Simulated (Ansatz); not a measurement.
## Energy against volume for Al2Cu (Al2Cu type, space group I4/mcm)

Al2Cu (Al2Cu type, space group I4/mcm)

```cif
data_Al4Cu2
_chemical_formula_sum 'Al4 Cu2'
_space_group_name_H-M_alt 'P 1'
_space_group_IT_number 1
_cell_length_a 4.87548
_cell_length_b 4.87548
_cell_length_c 4.87548
_cell_angle_alpha 103.962
_cell_angle_beta 103.962
_cell_angle_gamma 121.161
loop_
_space_group_symop_operation_xyz
  'x, y, z'
loop_
_atom_site_label
_atom_site_type_symbol
_atom_site_fract_x
_atom_site_fract_y
_atom_site_fract_z
_atom_site_occupancy
Al1 Al 0.65905 0.15905 0.81810 1
Al2 Al 0.84095 0.65905 0.50000 1
Al3 Al 0.15905 0.34095 0.50000 1
Al4 Al 0.34095 0.84095 0.18190 1
Cu1 Cu 0.25000 0.25000 0.00000 1
Cu2 Cu 0.75000 0.75000 0.00000 1
```

This relaxed cell (volume V₀) is scaled evenly in all directions, its shape held. The atoms relax within the cell's symmetry.

Calculation: r2SCAN (plane waves to 500 eV, PAW, scalar-relativistic; Ansatz, a program for electronic structure). k mesh 12×12×12 (Γ-centred), Fermi-Dirac smearing 0.05 eV. The energy includes the smearing's −TS. With the shape held, the modulus is that of even scaling; a crystal free to change shape is softer. Al2Cu is run without spin polarisation. Al2Cu was relaxed with its symmetry unable to fall. ΔE is measured from the relaxed starting cell.

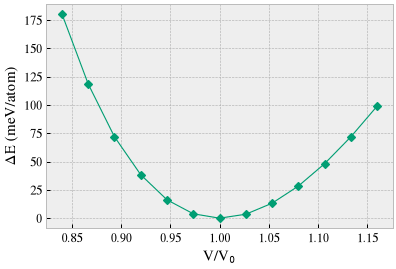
Fig. 1. ΔE (meV/atom) against V/V₀; computed points joined by lines.

The energy cost of the largest compression is 180 meV/atom and the pressure for 5 % compression (fit) comes out as 6.5 GPa. The pressure derivative B₀′ (fit) is 4.5, the bulk modulus at fixed cell shape B₀ (third-order Birch-Murnaghan fit) is 114 GPa and the equilibrium volume of the fit is 14.40 Å³/atom.

P = (3B₀/2)(x⁷ − x⁵)[1 + ¾(B₀′ − 4)(x² − 1)] with x = (1/0.95)^(1/3), B₀ = 114 GPa and B₀′ = 4.52.

(Under strain, the slope of the energy per volume gives the stress and its curvature an elastic modulus.)
